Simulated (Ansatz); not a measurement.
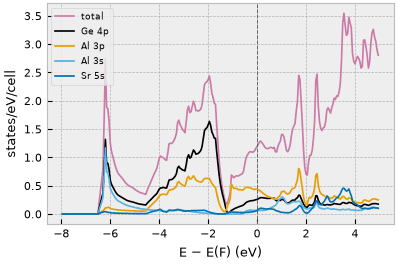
Figure. Total and projected density of states of SrAlGe in space group P-6m2 (No. 187; Sr on 1a, Al on 1f, Ge on 1d), the program Ansatz at the r²SCAN level (PAW)

Task: Which orbitals carry the states next to the Fermi level?

Result: Within 0.5 eV of the Fermi level: Al 3p 36 %, Ge 4p 22 %, Al 3s 6 %, Sr 5s 6 %, outside the projected shells 25 %. Projections are on Löwdin-orthogonalised atomic valence shells; empty p or d shells of many metals are not among them.

Task: Where is the tallest occupied peak in this window, and what makes it?

Result: Near -6.2 eV, about 2.7 states/eV per cell; the largest projected share is Ge 4p.

The workflow started from a Materials Project entry (that database holds measured and hypothetical structures alike); the Crystallography Open Database copy checked does not list it. With Al and Ge taken as one species the cell has the higher symmetry P6/mmm, so it may be an ordered model of a mixed-site phase. Whether it is the stable phase at ambient conditions was not checked. The r²SCAN relaxation kept the symmetry of its start; whether a distortion lowers the energy is not shown. Scalar-relativistic: spin–orbit coupling is off unless named, which matters more the heavier the elements.

Potentials: the later of the program's two PAW sets.
